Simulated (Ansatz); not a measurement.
Consider CsRuCl3 (cubic perovskite) (Pm-3m).

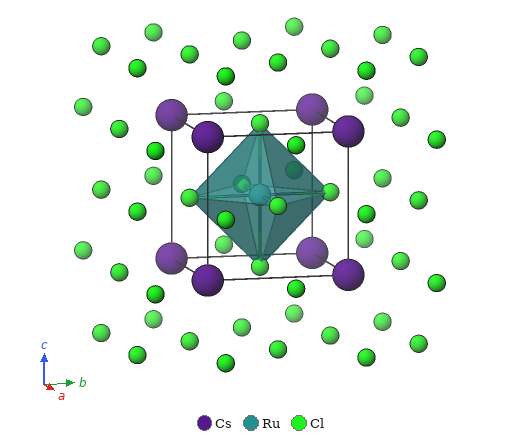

The structure (caesium purple, ruthenium teal, chlorine green). Some periodic images of atoms are drawn too.

The structure was built from a prototype and need not be the compound's stable phase.

```cif
data_structure
_symmetry_space_group_name_H-M 'P 1'
_symmetry_Int_Tables_number 1
_cell_length_a 4.9785
_cell_length_b 4.9785
_cell_length_c 4.9785
_cell_angle_alpha 90.000
_cell_angle_beta 90.000
_cell_angle_gamma 90.000
_cell_volume 123.39
loop_
_atom_site_label
_atom_site_type_symbol
_atom_site_fract_x
_atom_site_fract_y
_atom_site_fract_z
_atom_site_occupancy
Cs1 Cs 0.00000 0.00000 0.00000 1
Ru2 Ru 0.50000 0.50000 0.50000 1
Cl3 Cl 0.50000 0.50000 0.00000 1
Cl4 Cl 0.50000 0.00000 0.50000 1
Cl5 Cl 0.00000 0.50000 0.50000 1
```

The structure was relaxed with PBE. The structure type comes from a generator and need not be one that this composition takes. The structure was generated from a model, not taken from a measurement. The runs that relaxed it are not among those shown. The program's search for lower electronic states was switched off, so nothing shows that the state found is the lowest. Spin-orbit coupling is left out unless a run names it. PAW set soft_2, made with PBE.

A constrained-RPA run (Ansatz 0.2.0; non-magnetic PBE; Ru d, bands v3 to c2, 4×4×4 mesh, medium accuracy) builds 5 functions on bands 4.4 eV wide, with 6.0 electrons in the window. The bare on-site interaction is 12.4 eV and the bare J 0.42 eV.

Estimate U, U′ and J.

On the Ru d shell, U = 3.46 eV (28 % of the bare value), U′ = 2.81 eV, J = 0.31 eV.

The parent state is non-magnetic and the interaction static (zero frequency); U depends on the window and the orbitals, so it belongs to this model alone.

[Paths, hosts, dates, memory and timing lines, banners, echoed tables and standing remarks are left out of the program output.]

[Logs are printed without paths, hosts, clocks, repeated set-up lines and the standing remarks that a program may print on its own settings, such as how far it seeks lower states.]

[Runs of the session that timed out or met a known fault of the program may be left out.]

[Hosts, paths, dates, database ids (printed as entryN), source tags and the programs' standing remarks are cut or masked in the printed files.]
